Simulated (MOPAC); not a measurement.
Geometry relaxation of C2H7AlBFO (part 1 of 2)

The run: geometry relaxation of C2H7AlBFO. Method and program: PM6-DH2X, closed shell, dispersion DH2X, COSMO solvent methanol (MOPAC 23.2.5).

The geometry: force field.

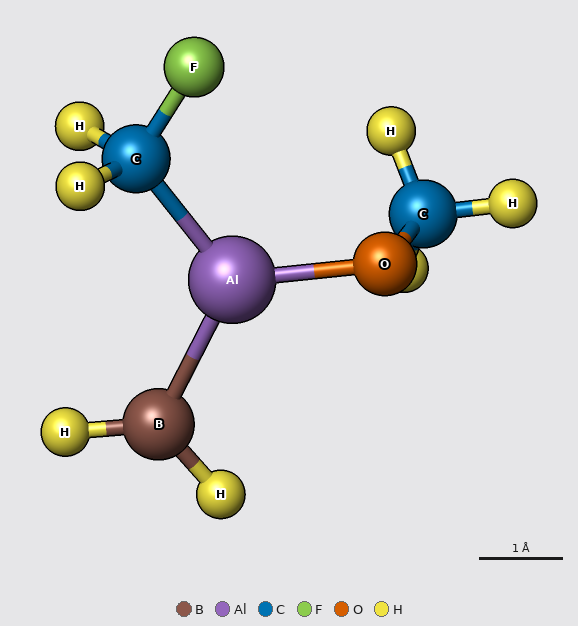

Figure 1. The starting structure (ball-and-stick view, seen at a tilt). Sticks mark near contacts.

### Key numbers

```tsv
quantity	value
outcome	converged
heat of formation	−96.32 kcal/mol
basis functions	36
largest force	0.085 eV/Å
HOMO	−9.49 eV
LUMO	−0.94 eV
dipole moment	4.05 D
hardware	1 thread of Arm Neoverse N1, 98 GiB of memory available, shared host
peak memory	0.11 GiB
```

### Remarks

MOPAC's energies along a path are heats of formation.

### Input file (job.mop)
```
PM6-DH2X EPS=32.6 CYCLES=200 BFGS AUX(PRECISION=6) T=10M THREADS=1
C2H7AlBFO charge 0
[BH2][Al]([CH2]F)[O]C
B     -0.068000    -2.323100    -0.657200
Al     0.313400    -0.280900    -0.409800
C      1.975400     0.266200     0.474900
F      2.140400     1.653400     0.562000
O     -0.881900     1.006200    -0.999000
C     -1.784600     1.324300     0.053000
H     -1.100300    -2.597400    -1.184700
H      0.682600    -3.082900    -0.300000
H      2.040600    -0.147800     1.553300
H      2.875600    -0.109600    -0.071800
H     -2.392600     0.413500     0.357600
H     -2.474400     2.089800    -0.288600
H     -1.305800     1.753500     0.925100
```

Run as:
```bash
mopac job.mop
```

### What the program printed
```
MOPAC v23.2.5
PM6-DH2X CALCULATION RESULTS

 *  PM6-DH2X   - CORRECT DISPERSION, HALOGEN AND HYDROGEN BOND TERMS USING PM6-DH2X
 *  EPS=32.6   - USE COSMO IMPLICIT SOLVATION MODEL
 *  BFGS       - USE THE BFGS GEOMETRY OPTIMIZER
 *  THREADS=1  - MULTI-THREADING NOT USED
 *  CYCLES=    - DO A MAXIMUM OF 200 STEPS
 *  AUX        - OUTPUT AUXILIARY INFORMATION
PM6-DH2X EPS=32.6 CYCLES=200 BFGS AUX(PRECISION=6) T=10M THREADS=1
 C2H7AlBFO charge 0
 [BH2][Al]([CH2]F)[O]C
   ATOM   CHEMICAL          X               Y               Z
  NUMBER   SYMBOL      (ANGSTROMS)     (ANGSTROMS)     (ANGSTROMS)

     1       B         -0.06800000  *  -2.32310000  *  -0.65720000  *
     2      Al          0.31340000  *  -0.28090000  *  -0.40980000  *
     3       C          1.97540000  *   0.26620000  *   0.47490000  *
     4       F          2.14040000  *   1.65340000  *   0.56200000  *
     5       O         -0.88190000  *   1.00620000  *  -0.99900000  *
     6       C         -1.78460000  *   1.32430000  *   0.05300000  *
     7       H         -1.10030000  *  -2.59740000  *  -1.18470000  *
     8       H          0.68260000  *  -3.08290000  *  -0.30000000  *
     9       H          2.04060000  *  -0.14780000  *   1.55330000  *
    10       H          2.87560000  *  -0.10960000  *  -0.07180000  *
    11       H         -2.39260000  *   0.41350000  *   0.35760000  *
    12       H         -2.47440000  *   2.08980000  *  -0.28860000  *
    13       H         -1.30580000  *   1.75350000  *   0.92510000  *

          CARTESIAN COORDINATES

    NO.       ATOM           X           Y           Z

     1         B         -0.0680     -2.3231     -0.6572
     2        Al          0.3134     -0.2809     -0.4098
     3         C          1.9754      0.2662      0.4749
     4         F          2.1404      1.6534      0.5620
     5         O         -0.8819      1.0062     -0.9990
     6         C         -1.7846      1.3243      0.0530
     7         H         -1.1003     -2.5974     -1.1847
     8         H          0.6826     -3.0829     -0.3000
     9         H          2.0406     -0.1478      1.5533
    10         H          2.8756     -0.1096     -0.0718
    11         H         -2.3926      0.4135      0.3576
    12         H         -2.4744      2.0898     -0.2886
    13         H         -1.3058      1.7535      0.9251

           Empirical Formula: C2 H7 O B Al F  =    13 atoms

      MOLECULAR POINT GROUP   :   C1

      RHF CALCULATION, NO. OF DOUBLY OCCUPIED LEVELS = 17

          Geometry optimization using BFGS

          *********************************************
          *                                           *
          *                 WARNING                   *
          *                                           *
          *********************************************

          Dispersion parameters missing for Aluminum

          *********************************************
          *                                           *
          *              END OF WARNING               *
          *                                           *
          *********************************************

 CYCLE:     1 TIME:   0.023 TIME LEFT: 10.00M  GRAD.:    39.787 HEAT: -92.22002
 CYCLE:     2 TIME:   0.016 TIME LEFT: 10.00M  GRAD.:    30.271 HEAT: -94.33563
 CYCLE:     3 TIME:   0.012 TIME LEFT: 10.00M  GRAD.:    26.175 HEAT: -95.43106
 CYCLE:     4 TIME:   0.016 TIME LEFT: 10.00M  GRAD.:    15.651 HEAT: -95.99510
 CYCLE:     5 TIME:   0.012 TIME LEFT: 10.00M  GRAD.:     8.516 HEAT: -96.13968
 CYCLE:     6 TIME:   0.016 TIME LEFT: 10.00M  GRAD.:     6.572 HEAT: -96.19424
 CYCLE:     7 TIME:   0.012 TIME LEFT: 10.00M  GRAD.:     6.372 HEAT: -96.25324
 TEST ON GRADIENT SATISFIED
                    HOWEVER, A COMPONENT OF GRADIENT IS LARGER THAN  1.00

 CYCLE:     8 TIME:   0.016 TIME LEFT: 10.00M  GRAD.:     5.076 HEAT: -96.27629
 TEST ON GRADIENT SATISFIED
                    HOWEVER, A COMPONENT OF GRADIENT IS LARGER THAN  1.00

 CYCLE:     9 TIME:   0.012 TIME LEFT: 10.00M  GRAD.:     4.143 HEAT: -96.29151
 TEST ON GRADIENT SATISFIED
                    HOWEVER, A COMPONENT OF GRADIENT IS LARGER THAN  1.00

 CYCLE:    10 TIME:   0.012 TIME LEFT: 10.00M  GRAD.:     3.352 HEAT: -96.31865
 TEST ON X SATISFIED
                    HOWEVER, A COMPONENT OF GRADIENT IS LARGER THAN  1.00

 CYCLE:    11 TIME:   0.062 TIME LEFT: 10.00M  GRAD.:     3.291 HEAT: -96.31941

          HERBERTS TEST SATISFIED - GEOMETRY OPTIMIZED

 -------------------------------------------------------------------------------
 PM6-DH2X EPS=32.6 CYCLES=200 BFGS AUX(PRECISION=6) T=10M THREADS=1
 C2H7AlBFO charge 0
 [BH2][Al]([CH2]F)[O]C

     HERBERTS TEST WAS SATISFIED IN BFGS
     SCF FIELD WAS ACHIEVED

                              PM6-DH2X CALCULATION

          FINAL HEAT OF FORMATION =        -96.31941 KCAL/MOL =    -403.00041 KJ/MOL
          VAN DER WAALS AREA      =        146.82 SQUARE ANGSTROMS

          DIELECTRIC ENERGY       =         -0.44008 EV
          COSMO AREA              =        146.82 SQUARE ANGSTROMS
          COSMO VOLUME            =        139.78 CUBIC ANGSTROMS

          GRADIENT NORM           =          3.29138          =       0.91287 PER ATOM
          IONIZATION POTENTIAL    =          9.493254 EV
          HOMO LUMO ENERGIES (EV) =         -9.493 -0.938
          NO. OF FILLED LEVELS    =         17
          MOLECULAR WEIGHT        =        103.8666         POINT GROUP:  C1

          MOLECULAR DIMENSIONS (Angstroms)

            Atom       Atom       Distance
            H    12    H     8     5.97221
            F     4    H     7     4.92456
            H    13    H    10     1.91059

          SCF CALCULATIONS        =         22

          WALL-CLOCK TIME         =      0.238 SECONDS
          COMPUTATION TIME        =      0.238 SECONDS

       FINAL  POINT  AND  DERIVATIVES

   PARAMETER     ATOM    TYPE            VALUE        GRADIENT
      1          1  B    CARTESIAN X    -0.084736      0.326745  KCAL/ANGSTROM
      2          1  B    CARTESIAN Y    -2.246007      1.349349  KCAL/ANGSTROM
      3          1  B    CARTESIAN Z    -0.662755     -0.455151  KCAL/ANGSTROM
      4          2 Al    CARTESIAN X     0.305270      0.315409  KCAL/ANGSTROM
      5          2 Al    CARTESIAN Y    -0.331858      0.428442  KCAL/ANGSTROM
      6          2 Al    CARTESIAN Z    -0.369772     -0.013107  KCAL/ANGSTROM
      7          3  C    CARTESIAN X     1.960641      0.182550  KCAL/ANGSTROM
      8          3  C    CARTESIAN Y     0.258455     -1.114138  KCAL/ANGSTROM
      9          3  C    CARTESIAN Z     0.468300     -0.344180  KCAL/ANGSTROM
     10          4  F    CARTESIAN X     1.805753     -0.186623  KCAL/ANGSTROM
     11          4  F    CARTESIAN Y     1.609287     -1.010052  KCAL/ANGSTROM
     12          4  F    CARTESIAN Z     0.379110      0.054837  KCAL/ANGSTROM
     13          5  O    CARTESIAN X    -0.813853     -0.105942  KCAL/ANGSTROM
     14          5  O    CARTESIAN Y     0.931850      0.290773  KCAL/ANGSTROM
     15          5  O    CARTESIAN Z    -0.926423     -0.393353  KCAL/ANGSTROM
     16          6  C    CARTESIAN X    -1.768763     -0.293992  KCAL/ANGSTROM
     17          6  C    CARTESIAN Y     1.289975     -0.223746  KCAL/ANGSTROM
     18          6  C    CARTESIAN Z     0.085471     -0.061266  KCAL/ANGSTROM
     19          7  H    CARTESIAN X    -1.091971     -0.850171  KCAL/ANGSTROM
     20          7  H    CARTESIAN Y    -2.583660      0.456235  KCAL/ANGSTROM
     21          7  H    CARTESIAN Z    -1.193112     -0.116772  KCAL/ANGSTROM
     22          8  H    CARTESIAN X     0.700330      1.604469  KCAL/ANGSTROM
     23          8  H    CARTESIAN Y    -3.059613     -0.374235  KCAL/ANGSTROM
     24          8  H    CARTESIAN Z    -0.292676      1.048589  KCAL/ANGSTROM
     25          9  H    CARTESIAN X     2.027945     -0.191393  KCAL/ANGSTROM
     26          9  H    CARTESIAN Y    -0.037756     -0.013480  KCAL/ANGSTROM
     27          9  H    CARTESIAN Z     1.526899      0.422549  KCAL/ANGSTROM
     28         10  H    CARTESIAN X     2.859033     -0.151555  KCAL/ANGSTROM
     29         10  H    CARTESIAN Y    -0.051971     -0.174526  KCAL/ANGSTROM
     30         10  H    CARTESIAN Z    -0.084670     -0.083743  KCAL/ANGSTROM
     31         11  H    CARTESIAN X    -2.398963     -0.057736  KCAL/ANGSTROM
     32         11  H    CARTESIAN Y     0.443880      0.247805  KCAL/ANGSTROM
     33         11  H    CARTESIAN Z     0.386398      0.291264  KCAL/ANGSTROM
     34         12  H    CARTESIAN X    -2.398495     -0.180144  KCAL/ANGSTROM
     35         12  H    CARTESIAN Y     2.044386      0.263521  KCAL/ANGSTROM
     36         12  H    CARTESIAN Z    -0.410029     -0.031176  KCAL/ANGSTROM
     37         13  H    CARTESIAN X    -1.290437     -0.411608  KCAL/ANGSTROM
     38         13  H    CARTESIAN Y     1.748475     -0.125944  KCAL/ANGSTROM
     39         13  H    CARTESIAN Z     0.959540     -0.318489  KCAL/ANGSTROM

   ATOM   CHEMICAL          X               Y               Z
  NUMBER   SYMBOL      (ANGSTROMS)     (ANGSTROMS)     (ANGSTROMS)

     1       B         -0.08473641  *  -2.24600735  *  -0.66275509  *
     2      Al          0.30526983  *  -0.33185768  *  -0.36977184  *
     3       C          1.96064120  *   0.25845452  *   0.46830002  *
     4       F          1.80575310  *   1.60928687  *   0.37911027  *
     5       O         -0.81385260  *   0.93184964  *  -0.92642322  *
     6       C         -1.76876254  *   1.28997499  *   0.08547132  *
     7       H         -1.09197116  *  -2.58365996  *  -1.19311151  *
     8       H          0.70033021  *  -3.05961311  *  -0.29267621  *
     9       H          2.02794461  *  -0.03775576  *   1.52689877  *
    10       H          2.85903335  *  -0.05197132  *  -0.08467034  *
    11       H         -2.39896339  *   0.44388002  *   0.38639762  *
    12       H         -2.39849462  *   2.04438555  *  -0.41002917  *
    13       H         -1.29043686  *   1.74847490  *   0.95953967  *

                             CARTESIAN COORDINATES

   1    B       -0.084736410    -2.246007349    -0.662755093
   2   Al        0.305269826    -0.331857680    -0.369771840
   3    C        1.960641199     0.258454516     0.468300018
   4    F        1.805753098     1.609286873     0.379110267
   5    O       -0.813852601     0.931849640    -0.926423221
   6    C       -1.768762536     1.289974987     0.085471320
   7    H       -1.091971161    -2.583659965    -1.193111513
   8    H        0.700330214    -3.059613113    -0.292676215
   9    H        2.027944614    -0.037755764     1.526898774
  10    H        2.859033348    -0.051971315    -0.084670336
  11    H       -2.398963391     0.443880024     0.386397623
  12    H       -2.398494618     2.044385545    -0.410029173
  13    H       -1.290436857     1.748474905     0.959539667

           Empirical Formula: C2 H7 O B Al F  =    13 atoms

      MOLECULAR POINT GROUP   :   C1

                  EIGENVALUES
 -40.76058 -28.38299 -23.70833 -23.48591 -17.55550 -16.83761 -16.78603 -16.28949
 -15.39098 -15.10505 -14.81715 -12.78344 -12.70687 -12.05011 -10.97380 -10.63857
  -9.49325  -0.93843   1.77024   2.24104   3.04439   3.72117   4.45133   4.94175
   5.57995   5.71005   5.80595   6.02791   6.14255   6.21511   6.40844  97.49287
  97.88692  97.91451  99.75222  99.95681

              NET ATOMIC CHARGES AND DIPOLE CONTRIBUTIONS

  ATOM NO.   TYPE          CHARGE      No. of ELECS.   s-Pop       p-Pop       d-Pop
    1          B          -0.151233        3.1512     1.23045     1.92078
    2         Al           0.765395        2.2346     0.97138     1.20461     0.05861
    3          C          -0.385200        4.3852     1.16524     3.21996
    4          F          -0.206555        7.2066     1.96854     5.23801
    5          O          -0.660668        6.6607     1.85506     4.80561
    6          C          -0.143183        4.1432     1.08387     3.05931
    7          H           0.036154        0.9638     0.96385
    8          H           0.035255        0.9647     0.96475
    9          H           0.157089        0.8429     0.84291
   10          H           0.155214        0.8448     0.84479
   11          H           0.126378        0.8736     0.87362
   12          H           0.140833        0.8592     0.85917
   13          H           0.130521        0.8695     0.86948
 DIPOLE           X         Y         Z       TOTAL
 POINT-CHG.    -0.733    -3.793     2.151     4.422
 HYBRID         0.364     0.386     0.004     0.531
 SUM           -0.369    -3.407     2.156     4.048

          ATOMIC ORBITAL ELECTRON POPULATIONS

     Atom    s        px        py        pz      x^2-y^2     xz        z^2       yz        xy
    1  B   1.23045   0.75083   0.96918   0.20077
    2 Al   0.97138   0.45529   0.59055   0.15877   0.01680   0.01059   0.00783   0.00628   0.01711
    3  C   1.16524   1.23624   0.81735   1.16637
    4  F   1.96854   1.98421   1.26358   1.99022
    5  O   1.85506   1.58499   1.73589   1.48473
    6  C   1.08387   0.96191   1.10490   0.99250
    7  H   0.96385
    8  H   0.96475
    9  H   0.84291
   10  H   0.84479
   11  H   0.87362
   12  H   0.85917
   13  H   0.86948

 *                    *
 * JOB ENDED NORMALLY *
 *                    *

 TOTAL JOB TIME:             0.24 SECONDS

 == MOPAC DONE ==
```
